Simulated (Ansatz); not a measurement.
**One shape, several levels: C2H4Br2 (1,2-dibromoethane)**

Aim: a comparison of 4 runs (HF/6-31G*, B3LYP/6-31G*, CCSD/6-31G*) of C2H4Br2 (1,2-dibromoethane). 

The results are computed with Ansatz 0.2.0.

16 further runs of the same task are left out: 16 set aside as unsound or not needed.

## Step 1: Starting point

C2H4Br2: 8 atoms, total charge 0, spin state singlet. As SMILES, `BrCCBr`. The C3–H7 distance was set to 1.631 Å, away from the relaxed value. At this shape a bond of the SMILES string is far longer than usual.

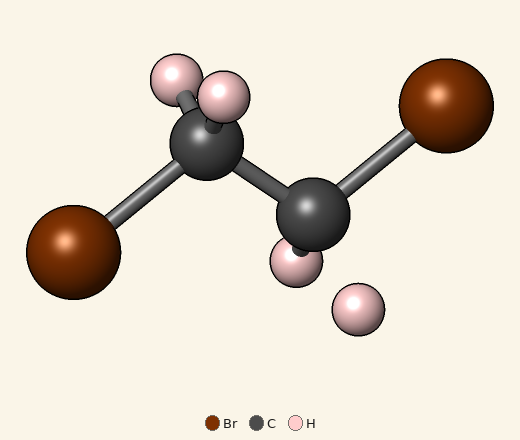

Viewed from a chosen angle; bromine brown, carbon dark grey, hydrogen pink.

## Step 2: A single-point energy at HF/6-31G(d) (spherical functions) (run 1)

Contents of input.yaml:

```yaml
crystal:
  periodic: [false, false, false]
  atoms:
    - {symbol: Br, position_ang: [2.140598, 0.461827, -0.714364]}
    - {symbol: C, position_ang: [0.692538, -0.772773, -0.299174]}
    - {symbol: C, position_ang: [-0.615142, -0.046153, -0.411584]}
    - {symbol: Br, position_ang: [-2.063202, -1.280743, 0.003586]}
    - {symbol: H, position_ang: [0.874918, -1.136823, 0.708726]}
    - {symbol: H, position_ang: [0.769928, -1.591643, -1.009904]}
    - {symbol: H, position_ang: [-0.731230, 1.182180, 0.654520]}
    - {symbol: H, position_ang: [-0.797512, 0.317907, -1.419494]}
basis:
  gaussian:
    orbitals: 6-31G_st_-spherical.json
hamiltonian:
  xc: hf
accuracy: high
output:
  orbitals: {seedname: orbitals}
```

The basis set 6-31G* is read from a file made from the Basis Set Exchange's data (not shown).

Started as:

```console
$ ansatz run input.yaml --threads 1 --pin off --max-ram 2610MiB --events-out events.jsonl --progress --plain --runs-dir runs
```

Standard output:

```text
Warning: RAYON_NUM_THREADS=1 ignored (pool sized by the plan → 1); use --threads N
Functional definition: HF
  name "HF"
  exchange = exact_x
  correlation = 0
2116 factors; integrals over basis functions are off by at most 1.3e-8 eV
mean field evaluation 1: about -142101.4686 eV, gradient 1.8e1 eV
mean field evaluation 2: about -142101.5425 eV, gradient 1.8e1 eV
mean field evaluation 4: about -142102.7514 eV, gradient 3.3e0 eV
mean field evaluation 8: about -142102.7930 eV, gradient 1.7e-1 eV
mean field -142102.79331431 eV, -5222.1813335680 hartree, gradient 7.1e-8 eV, S^2 0.000000; 0 other end points of the search recorded, 0 dependent functions left out
reference -142102.79331431 eV, -5222.1813335680 hartree; 43, 43 occupied and 57, 57 virtual orbitals, 2116 factors
Total energy: -142102.79331431 eV, -5222.1813335680 hartree
```

It took 6 s on 1 thread of Arm Neoverse V1, shared host; peak memory 0.36 GiB.

## Step 3: A single-point energy at B3LYP/6-31G(d) (spherical functions) (run 2)

Contents of molecule.yaml:

```yaml
crystal:
  periodic: [false, false, false]
  atoms:
    - {symbol: Br, position_ang: [2.140598, 0.461827, -0.714364]}
    - {symbol: C, position_ang: [0.692538, -0.772773, -0.299174]}
    - {symbol: C, position_ang: [-0.615142, -0.046153, -0.411584]}
    - {symbol: Br, position_ang: [-2.063202, -1.280743, 0.003586]}
    - {symbol: H, position_ang: [0.874918, -1.136823, 0.708726]}
    - {symbol: H, position_ang: [0.769928, -1.591643, -1.009904]}
    - {symbol: H, position_ang: [-0.731230, 1.182180, 0.654520]}
    - {symbol: H, position_ang: [-0.797512, 0.317907, -1.419494]}
basis:
  gaussian: {orbitals: 6-31G_st_-spherical.json}
hamiltonian: {xc: {name: B3LYP}}
accuracy: high
output: {orbitals: {seedname: orbitals}}
```

The basis set 6-31G* is read from a file made from the Basis Set Exchange's data (not shown).

Started as:

```console
$ ansatz run molecule.yaml --threads 1 --pin off --max-ram 2610MiB --events-out events.jsonl --progress --plain --runs-dir runs
```

Standard output:

```text
Warning: RAYON_NUM_THREADS=1 ignored (pool sized by the plan → 1); use --threads N
Functional definition: B3LYP
  name "B3LYP"
  parameter a0 = 0.2
  parameter ax = 0.72
  parameter ac = 0.81
  exchange = (1 - a0 - ax)*slater_x + ax*b88_x + a0*exact_x
  correlation = (1 - ac)*vwn_rpa_c + ac*lyp_c
2116 factors; integrals over basis functions are off by at most 1.3e-8 eV
mean field evaluation 1: about -142212.1770 eV, gradient 3.2e1 eV
mean field evaluation 2: about -142208.2386 eV, gradient 4.8e1 eV
mean field evaluation 4: about -142214.6750 eV, gradient 1.9e0 eV
mean field evaluation 8: about -142214.8282 eV, gradient 2.0e-1 eV
mean field evaluation 16: about -142214.8283 eV, gradient 3.8e-5 eV
mean field -142214.82827440 eV, -5226.2985424112 hartree, gradient 9.5e-8 eV, S^2 0.000000; 0 other end points of the search recorded, 0 dependent functions left out
reference -142214.82831078 eV, -5226.2985437483 hartree; 43, 43 occupied and 57, 57 virtual orbitals, 2116 factors
Total energy: -142214.82831078 eV, -5226.2985437483 hartree
```

Run time: 14 s. Hardware: 1 thread of Arm Neoverse V1, shared host; peak memory 0.41 GiB.

Run 3 isn't shown in full; the table further down has it.

## Step 4: The energy at CCSD/6-31G(d) (spherical functions) (run 4)

Contents of run.yaml:

```yaml
crystal:
  periodic: [false, false, false]
  atoms:
    - {symbol: Br, position_ang: [2.140598, 0.461827, -0.714364]}
    - {symbol: C, position_ang: [0.692538, -0.772773, -0.299174]}
    - {symbol: C, position_ang: [-0.615142, -0.046153, -0.411584]}
    - {symbol: Br, position_ang: [-2.063202, -1.280743, 0.003586]}
    - {symbol: H, position_ang: [0.874918, -1.136823, 0.708726]}
    - {symbol: H, position_ang: [0.769928, -1.591643, -1.009904]}
    - {symbol: H, position_ang: [-0.731230, 1.182180, 0.654520]}
    - {symbol: H, position_ang: [-0.797512, 0.317907, -1.419494]}
basis:
  gaussian:
    orbitals: 6-31G_st_-spherical.json
accuracy: high
correlation:
  method: ccsd
  frozen_orbitals: {Br: 9, C: 1, H: 0}
scf:
  omitted_lower_state_checks: [cluster_reference, increment]
```

The basis set 6-31G* is read from a file made from the Basis Set Exchange's data (not shown).

Started as:

```console
$ ansatz run run.yaml --threads 1 --pin off --max-ram 2610MiB --events-out events.jsonl --progress --plain --runs-dir runs
```

Standard output, cut to the lines that bear on the results:

```text
Warning: RAYON_NUM_THREADS=1 ignored (pool sized by the plan → 1); use --threads N
[... 2 set-up lines as earlier in the session ...]
[...]
2116 factors; integrals over basis functions are off by at most 1.3e-8 eV
[...]
mean field -142102.79331431 eV, -5222.1813335680 hartree, gradient 7.1e-8 eV, S^2 0.000000; 0 other end points of the search recorded, 0 dependent functions left out; unrestricted orbitals would lower it
20 core orbitals not correlated: weight in the atoms' cores, before any rotation towards them, 1.000 or more for the frozen orbitals, at most 0.000 for the correlated occupied ones
reference -142102.79331431 eV, -5222.1813335680 hartree; 23, 23 occupied and 57, 57 virtual orbitals, 2116 factors
second order -21.09134998 eV of doubles, -0.00000000 eV of singles
cycle   1  -21.12958701 eV  change   -3.8e-2 eV  update   9.7e-2
[...]
cycle  22  -21.75881971 eV  change    3.4e-9 eV  update   1.6e-9
Total energy: -142124.55213402 eV, -5222.9809554436 hartree
Checks for a lower state left out: cluster_reference, increment
```

It took 44 s on 1 thread of Arm Neoverse V1, shared host; peak memory 0.61 GiB.

## Step 5: The series

```tsv
run	level	Cartesian functions	frozen core orbitals	energy (Eh)	HOMO energy (eV)	LUMO energy (eV)	HOMO–LUMO gap (eV)	wall time
1	HF/6-31G* (spherical functions)	no	–	-5222.181334	-10.85	2.88	13.73	6 s
2	B3LYP/6-31G* (spherical functions)	no	–	-5226.298544	-7.71	-1.09	6.62	14 s
3	B3LYP/6-31G* (Cartesian functions)	yes	–	-5226.317102	-7.71	-1.10	6.61	15 s
4	CCSD/6-31G* (spherical functions)	no	20	-5222.980955	–	–	–	44 s
```

## Step 6: What came out

```
                                           quantity           value
                                run 4: total energy  -5222.98096 Eh
run 4: correlation energy (20 core orbitals frozen)      -799.6 mEh
                               run 4: T1 diagnostic           0.008
```

In words: Over runs 1, 2, 3 the HOMO–LUMO gap runs from 6.61 eV (B3LYP/6-31G*) to 13.73 eV (HF/6-31G*). Exact exchange widens orbital gaps. In run 4 the log says that unrestricted orbitals would lower the reference, so the values rest on an unstable closed-shell determinant (other closed-shell runs at this shape may share the fault). All runs together took 79 s, the longest 44 s.
